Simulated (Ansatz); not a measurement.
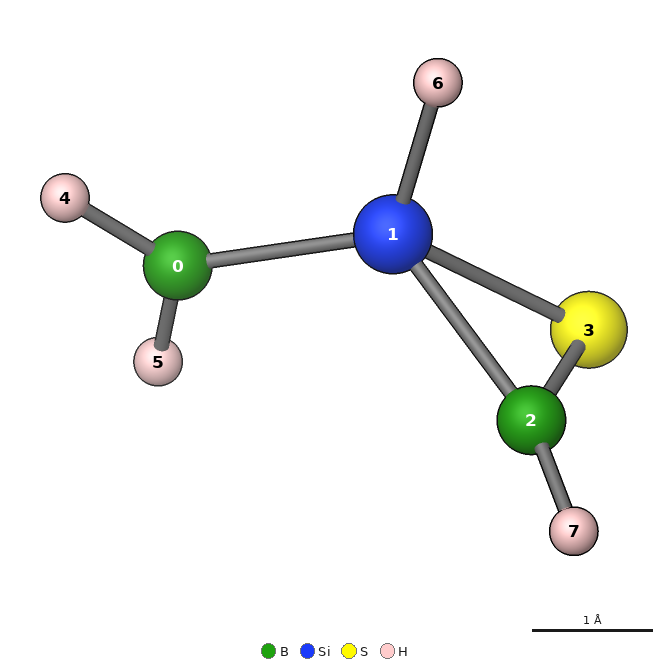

The picture shows the input geometry. Atoms are numbered from 0, in the order of the input.

The calculation was set up as follows.

```yaml
crystal:
  periodic: [false, false, false]
  atoms:
    - {symbol: B, position_ang: [-0.375039, 1.628410, -0.064837]}
    - {symbol: Si, position_ang: [0.662782, -0.039997, -0.141991]}
    - {symbol: B, position_ang: [-0.169225, -1.722430, 0.451071]}
    - {symbol: S, position_ang: [-0.238763, -1.678329, -1.289611]}
    - {symbol: H, position_ang: [0.101508, 2.644203, 0.346485]}
    - {symbol: H, position_ang: [-1.531371, 1.605825, -0.361563]}
    - {symbol: H, position_ang: [2.139092, -0.013400, -0.293913]}
    - {symbol: H, position_ang: [-0.496785, -2.481384, 1.298459]}
basis:
  gaussian: {orbitals: def2-SVP}
hamiltonian: {xc: {name: BLYP}, dispersion: d4}
md: {timestep: 0.5 fs, n_steps: 30, ensemble: nve, temperature: 300, initial_velocities: maxwell_boltzmann, seed: 224}
```

Command:

```sh
ansatz run in.yaml --threads 2 --pin off --events-out ev --progress --plain --max-ram 4352MiB
```

What the program printed (its end):

```
mean field -20121.66565270 eV, -739.4575737818 hartree, gradient 2.1e-5 eV, S^2 0.000000; 1 other end points of the search recorded, 0 dependent functions left out
the calculation of the forces begins
reference -20121.66598431 eV, -739.4575859683 hartree; 22, 22 occupied and 62, 62 virtual orbitals, 941 factors
md step    30: t =    15.00 fs  T =   207.7 K  F+E_penalty+E_count = -20122.08088699 eV  E_kin = 0.161059 eV  conserved = -20121.91982790 eV  (29 SCF iters, 3 dispersion substeps)
Total energy: -20122.08121860 eV, -739.4728455471 hartree
Atom 0 at    -0.433500     1.534600    -0.071362 Å, force    -0.169326    -0.094104     0.031874 eV/Å
Atom 1 at     0.736247    -0.037305    -0.158158 Å, force    -0.279167     0.050580     0.306820 eV/Å
Atom 2 at    -0.212982    -1.677166     0.515187 Å, force     0.262537     0.458975    -1.569577 eV/Å
Atom 3 at    -0.257814    -1.656568    -1.295870 Å, force     0.003296    -0.472341     0.517887 eV/Å
Atom 4 at    -0.123609     2.513928     0.543085 Å, force     0.083648     0.377015     0.098489 eV/Å
Atom 5 at    -1.561505     1.429809    -0.514178 Å, force     0.116112     0.032800     0.038014 eV/Å
Atom 6 at     2.222567     0.025986    -0.274448 Å, force     0.097058    -0.095442     0.016067 eV/Å
Atom 7 at    -0.669750    -2.461019     1.266912 Å, force    -0.114158    -0.257482     0.560426 eV/Å
Dipole moment:     0.110283     0.059176     0.042192 e Å
```

The run converged.
